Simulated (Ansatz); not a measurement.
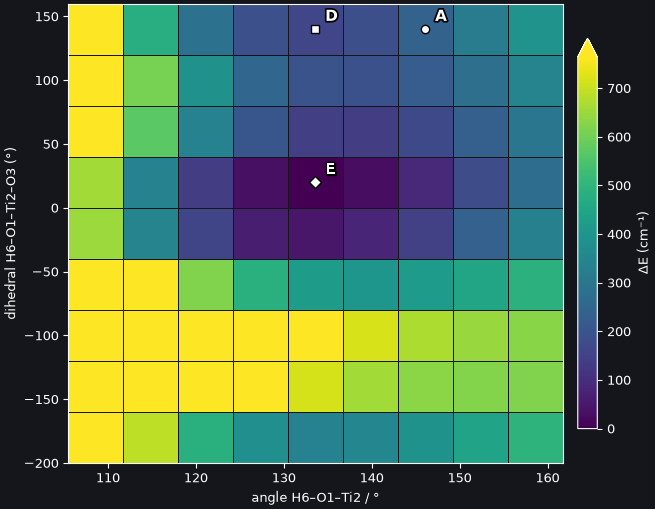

FH₃O₃Ti, SMILES [OH][Ti]([OH])([OH])[F]. Coordinates scanned: (1) angle H6–O1–Ti2; (2) dihedral H6–O1–Ti2–O3. Nothing is relaxed (all other coordinates rigid). Grid: 9 × 9 points. Points are written as (first, second). All energies are given in cm⁻¹ relative to the lowest grid point. Theory: RKS B3LYP-D4/def2-SVP (Ansatz).

The picture shows one coloured cell a grid point, one colour for all values above the top of the scale, lettered points.

Question: Is A the lowest point of the computed grid?

Answer: No. A lies 241 cm⁻¹ above the lowest grid point, which is at (133.6°, 20°).

Question: What kind of point is each of D, E: minimum, saddle, maximum or slope?

Answer: D: minimum; E: minimum. (In these two coordinates alone; a stationary point may lie a little off the grid point.)

Question: Rank the lettered points by energy, lowest first.

Answer: E (0 cm⁻¹), D (160 cm⁻¹), A (241 cm⁻¹).
